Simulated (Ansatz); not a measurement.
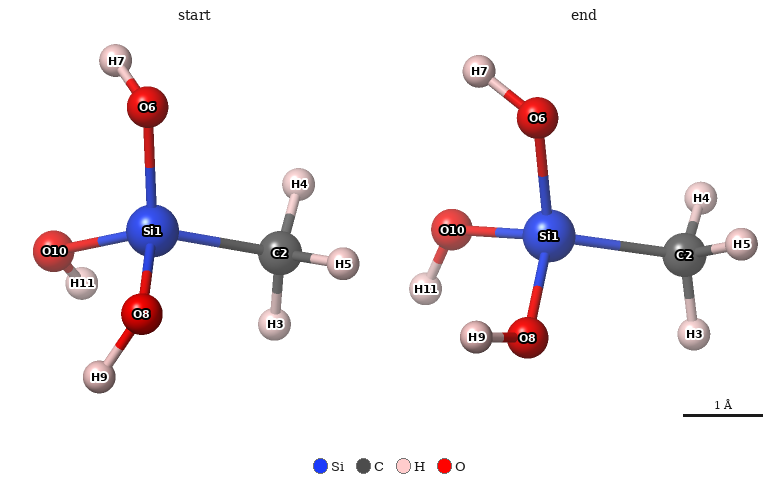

The structure of CH$_{6}$O$_{3}$Si before (left) and after (right) a relaxation, at one scale.

Style: ball-and-stick. Shown at a tilt.

The run prepares the start of a later molecular dynamics calculation, from a guessed geometry.

Computed with RKS B3LYP/6-31G in Ansatz 0.2.0. Settings: no spin polarisation; force threshold 0.02 eV/Å; at most 40 steps.

What changed between the two?

The atom that moves furthest after the best rigid fit is H9 (0.76 Å). Largest moves by element: H 0.76 Å, O 0.54 Å, Si 0.26 Å, C 0.20 Å. Among the contacts that change: Si1–O10 1.679 → 1.720 Å, O10–H11 1.010 → 0.969 Å, Si1–O6 1.680 → 1.708 Å, C2–H3 1.110 → 1.094 Å. Bond angles that change, for instance: Si1–O10–H11 109.5° → 125.0°, Si1–O8–H9 109.5° → 124.4°, Si1–O6–H7 109.5° → 121.6°. Groups turn about Si1–O8 by about 105°, Si1–O10 by about 65°, Si1–O6 by about 40°. Over 9 accepted moves (10 points after the start) the energy falls by 17.2 kcal/mol. Largest force component: 2.2 eV/Å at the start, 0.017 eV/Å at the end. The line search rejected the trial step at point 9 of the run. Cost: 43 s on 1 thread of Arm Neoverse V1, with other jobs on the host, peak memory 0.14 GiB.

Limits of the set-up: the basis has no polarisation functions, which atoms past neon need.
